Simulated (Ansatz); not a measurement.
Consider CdS in the wurtzite structure (space group P6_3mc, No. 186; a = 4.1244 Å, c = 6.7082 Å). Axes: x lies along a and z along c of the hexagonal cell.

Perturbation: biaxial strain +1.20 %, plane normal [001], relaxed out of plane (Cartesian); in-plane vectors clamped, the third vector and the atoms free.

Method: PBEsol, PAW, 420 eV (Ansatz, a program for electronic structure; no spin-orbit coupling).

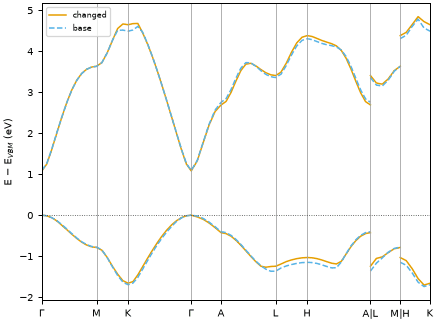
Figure: Highest valence and lowest conduction band along the path, each from its own valence-band maximum

Q: From the figure, how large is the changed gap, and is it direct?

A: About 1.1 eV, direct at Γ.

Stability against distortions was not tested.
